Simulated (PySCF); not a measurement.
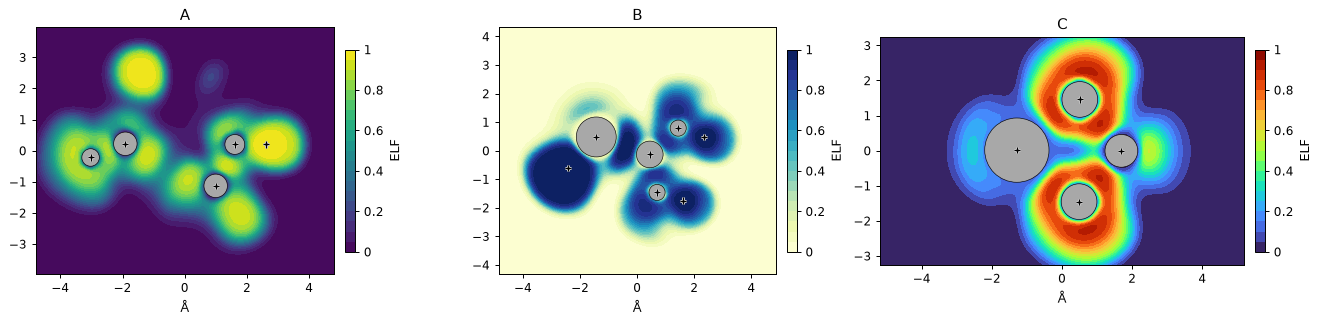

The electron localisation function of 3 systems, each on a plane through atoms (crosses mark nuclei in the plane; grey discs cover the cores).

Method: PBE0/def2-SVPD, SCF density, gas phase in PySCF 2.14.0.

System 1: CH7BO2Si, the plane of atoms O4, B3 and O5. Geometry: GFN2-xTB.

```yaml
atoms:
  - { symbol: C, position_ang: [1.9378, 0.1267, 0.2636] }
  - { symbol: Si, position_ang: [0.4182, -0.8057, -0.4240] }
  - { symbol: B, position_ang: [-1.2707, 0.1402, -0.0433] }
  - { symbol: O, position_ang: [-2.2036, -0.4690, 0.7289] }
  - { symbol: O, position_ang: [-1.4676, 1.3761, -0.5652] }
  - { symbol: H, position_ang: [2.0203, 1.1141, -0.1823] }
  - { symbol: H, position_ang: [1.8723, 0.2577, 1.3407] }
  - { symbol: H, position_ang: [2.8578, -0.4090, 0.0534] }
  - { symbol: H, position_ang: [0.4746, -2.1683, 0.1384] }
  - { symbol: H, position_ang: [0.6829, -0.9870, -1.8668] }
  - { symbol: H, position_ang: [-3.0220, 0.0035, 0.9060] }
  - { symbol: H, position_ang: [-2.2988, 1.8199, -0.3755] }
```

System 2: CH6BCl2Ga, the plane of atoms Cl3, B4 and Cl5. Geometry: GFN2-xTB.

| atom | x (Å) | y (Å) | z (Å) |
| --- | --- | --- | --- |
| C | -2.1154 | -0.2706 | -0.0453 |
| Ga | -0.4510 | 0.8740 | -0.1390 |
| Cl | 1.1843 | 0.2149 | 1.3458 |
| B | 2.2448 | -0.3949 | -0.0879 |
| Cl | 1.1237 | -0.0280 | -1.5573 |
| H | -2.2667 | -0.7956 | -0.9930 |
| H | -3.0223 | 0.2985 | 0.1681 |
| H | -1.9995 | -1.0272 | 0.7372 |
| H | -0.3095 | 2.4272 | -0.2569 |
| H | 2.3983 | -1.5579 | 0.0076 |
| H | 3.2185 | 0.2622 | -0.1653 |

System 3: C4H9NOSi (SMILES CC(=O)[SiH]1CNC1), the plane of atoms C5, N6 and H14. Geometry: GFN2-xTB.

```xyz
16

C     2.1235   -0.0414    0.7436
C     1.5589   -0.6896   -0.4871
O     2.2116   -1.3999   -1.2169
Si   -0.2979   -0.3612   -0.8689
C    -1.4558   -0.8537    0.5847
N    -1.3437    0.5139    1.0987
C    -0.9832    1.2642   -0.1073
H     1.4279   -0.1560    1.5709
H     2.2230    1.0247    0.5450
H     3.0989   -0.4525    0.9939
H    -0.6346   -0.7454   -2.2376
H    -2.4659   -1.1242    0.2546
H    -1.1374   -1.5864    1.3278
H    -2.1678    0.8558    1.5803
H    -1.8451    1.6634   -0.6547
H    -0.3198    2.0974    0.1290
```

Match each panel to its system.

Answer. Panel A is system 3, C4H9NOSi: the plane holds C, O, N and H. C–O (1.21 Å): the ELF peaks at about 0.85 between the atoms (a multiple bond). Panel B is system 1, CH7BO2Si: the plane holds Si, B, O and H. B–O (1.36 Å): the ELF peaks at about 0.90 between the atoms; a polar covalent bond. Panel C is system 2, CH6BCl2Ga: the plane holds Ga, Cl and B. B–Cl (1.88 Å): the ELF peaks at about 0.90 between the atoms, as expected for a polar covalent bond.
